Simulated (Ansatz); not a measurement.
**B3LYP/def2-SVP run of C6H6 (fulvene)**

What is the electronic atomisation energy of C6H6 (fulvene) at B3LYP/def2-SVP? 

The results are computed with Ansatz 0.2.0.

17 further runs of the same task are left out: 17 set aside as unsound or not needed.

### 1 Starting point

C6H6: 12 atoms, total charge 0, spin state singlet. As SMILES, `C=C1C=CC=C1`. The shape is that of a PBE0-D4/def2-TZVP optimisation.

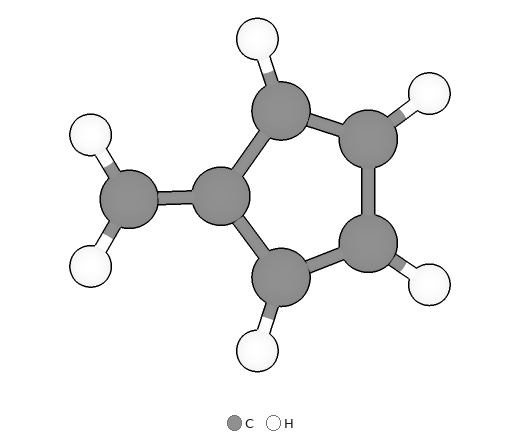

The structure, seen from a chosen angle (carbon grey, hydrogen white).

### 2 A single-point energy at B3LYP/def2-SVP

File run.yaml:

```yaml
crystal:
  periodic: [false, false, false]
  atoms:
    - symbol: C
      position_ang: [-0.818100, -1.597600, 0.906600]
    - symbol: C
      position_ang: [-0.269900, -0.537800, 0.305500]
    - symbol: C
      position_ang: [0.652900, 0.430400, 0.902600]
    - symbol: C
      position_ang: [0.964800, 1.337500, -0.041700]
    - symbol: C
      position_ang: [0.261500, 0.997400, -1.282700]
    - symbol: C
      position_ang: [-0.471600, -0.113400, -1.081700]
    - symbol: H
      position_ang: [-1.493400, -2.259800, 0.376500]
    - symbol: H
      position_ang: [-0.605400, -1.830200, 1.944100]
    - symbol: H
      position_ang: [1.002400, 0.394600, 1.924400]
    - symbol: H
      position_ang: [1.624900, 2.186300, 0.076600]
    - symbol: H
      position_ang: [0.333200, 1.561600, -2.202900]
    - symbol: H
      position_ang: [-1.104400, -0.624200, -1.793300]
basis:
  gaussian:
    orbitals: def2-SVP
hamiltonian:
  xc: {name: B3LYP}
accuracy: high
output: {orbitals: {seedname: orbitals}}
```

Run with:

```bash
$ ansatz run run.yaml --threads 1 --pin off --max-ram 3480MiB --events-out events.jsonl --progress --plain --runs-dir runs
```

Log:

```text
Warning: RAYON_NUM_THREADS=1 ignored (pool sized by the plan → 1); use --threads N
Functional definition: B3LYP
  name "B3LYP"
  parameter a0 = 0.2
  parameter ax = 0.72
  parameter ac = 0.81
  exchange = (1 - a0 - ax)*slater_x + ax*b88_x + a0*exact_x
  correlation = (1 - ac)*vwn_rpa_c + ac*lyp_c
2799 factors; integrals over basis functions are off by at most 9.0e-9 eV
mean field evaluation 1: about -6305.6591 eV, gradient 5.2e1 eV
mean field evaluation 2: about -6303.6391 eV, gradient 6.1e1 eV
mean field evaluation 4: about -6313.4191 eV, gradient 4.4e0 eV
mean field evaluation 8: about -6313.7293 eV, gradient 8.8e-1 eV
mean field evaluation 16: about -6313.7315 eV, gradient 9.5e-5 eV
mean field -6313.73147832 eV, -232.0253522272 hartree, gradient 1.0e-8 eV, S^2 0.000000; 0 other end points of the search recorded, 0 dependent functions left out
reference -6313.73152411 eV, -232.0253539101 hartree; 21, 21 occupied and 93, 93 virtual orbitals, 2799 factors
Total energy: -6313.73152411 eV, -232.0253539101 hartree
```

It took 12 s on 1 thread of Arm Neoverse V2, shared host; peak memory 0.46 GiB.

### 3 The C atom, same level

File molecule.yaml:

```yaml
basis:
  gaussian:
    orbitals: def2-SVP
crystal:
  periodic: [false, false, false]
  atoms:
    - symbol: C
      position_ang: [0.000000, 0.000000, 0.000000]
magnetization:
  spin_polarized: true
  initial_magnetization: 2
accuracy: high
hamiltonian:
  xc: {name: B3LYP}
```

Run the same way, it converges to -37.81406 Eh (log not shown).

### 4 The H atom, same level

File input.yaml:

```yaml
basis:
  gaussian:
    orbitals: def2-SVP
crystal:
  periodic: [false, false, false]
  atoms:
    - {symbol: H, position_ang: [0.000000, 0.000000, 0.000000]}
magnetization:
  spin_polarized: true
  initial_magnetization: 1
hamiltonian:
  xc: {name: B3LYP}
accuracy: high
```

Run the same way, it converges to -0.50126 Eh (log not shown).

### 5 What came out

At B3LYP/def2-SVP:

| quantity | value |
| --- | --- |
| molecule: total energy | -232.02535 Eh |
| molecule: HOMO energy | -6.06 eV |
| molecule: LUMO energy | -1.94 eV |
| molecule: HOMO–LUMO gap | 4.12 eV |
| C atom: total energy | -37.81406 Eh |
| C atom: ⟨S²⟩ | 2.003 |
| H atom: total energy | -0.50126 Eh |
| H atom: ⟨S²⟩ | 0.750 |
| electronic atomisation energy | 58.054 eV |

**Reading.** Taking the molecule apart into free atoms costs 58.05 eV (1339 kcal/mol), before zero-point energy and without spin-orbit coupling.
